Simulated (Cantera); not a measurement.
Feed: 1 mol PbO, a varied amount of H2, at 1850 K and 47000 Pa.

Cantera equilibrium calculation (NASA polynomials, part measured and part estimated; ideal gas, pure solids and liquids). Candidate condensed phases: H2O, Pb, PbO, PbO2, Pb3O4; 12 gas species. Rates play no part.

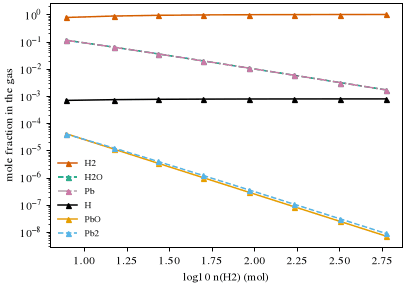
Equilibrium gas composition (values under 1e-9 drawn at 1e-9)

From 7.8 mol H2 to 590 mol H2 nothing is condensed. The main Pb-bearing gas is Pb throughout.
